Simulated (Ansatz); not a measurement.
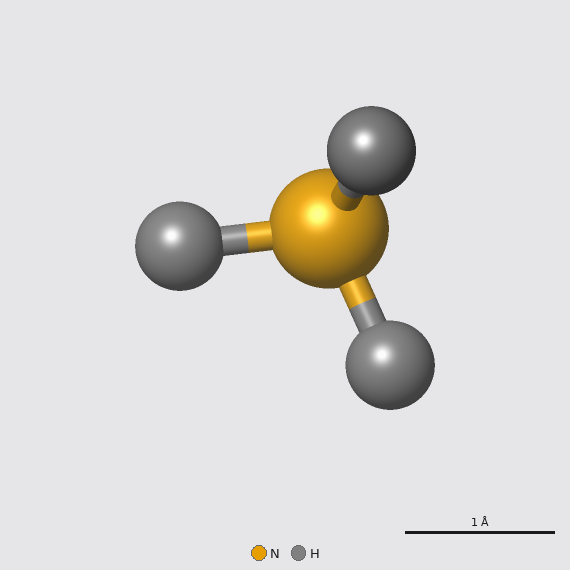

The picture shows a molecular structure as a ball-and-stick model. Every bond is drawn as one stick, whatever its order.

The computed structure is the end point of a PBE0-D4/def2-TZVP optimisation.

Description:

Formula NH₃. The point group is C3v. Coordination: 1 N trigonal pyramidal.

The parts below concern this one geometry. Atoms keep their numbers from picture to picture.

## Electronic properties

Level of theory: RKS PBE0-D4/def2-TZVPP (Ansatz 0.2.0).

Estimate the HOMO energy (Kohn–Sham orbital).

Answer. −7.58 eV.

Give the HOMO–LUMO gap at this level.

Answer. 8.62 eV.

## Charges

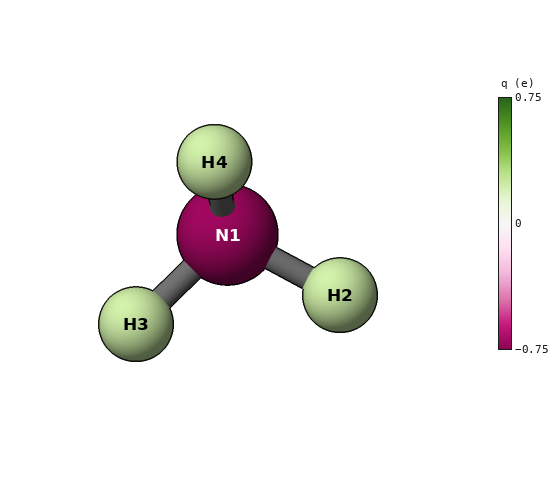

Atoms are coloured by their Mulliken charges. Properties computed with RKS PBE0-D4/def2-TZVP (Ansatz 0.2.0).

List the Mulliken charges.

| atom | value (e) |
| --- | --- |
| N1 | −0.70 |
| H2 | 0.23 |
| H3 | 0.23 |
| H4 | 0.23 |

## Thermal motion

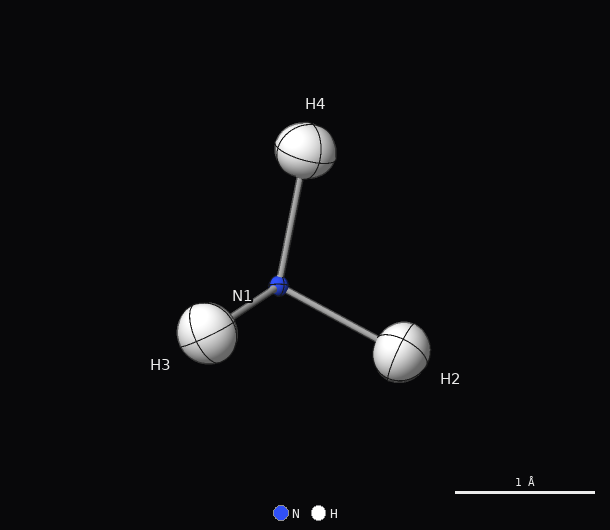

Displacement ellipsoids at the 50 % level, enlarged 2 times, from the internal vibrations of the free molecule (harmonic, no overall translation or rotation; no half-axis is drawn under 0.075 Å). Vibrations computed with RKS PBE0-D4/def2-TZVP (Ansatz 0.2.0). Temperature: 298 K.

Which atom has the largest mean-square displacement?

Answer. H2, H3, H4, with U_eq = 0.0051 Å².

List U_eq and the three principal root-mean-square amplitudes for each kind of atom.

| atom | U_eq (Å²) | rms amplitudes (Å) |
| --- | --- | --- |
| N1 | 0.00011 | 0.008, 0.008, 0.014 |
| H2, H3, H4 | 0.0051 | 0.066, 0.074, 0.074 |

Mulliken values depend strongly on the basis set and can even reverse the polarity of a bond.
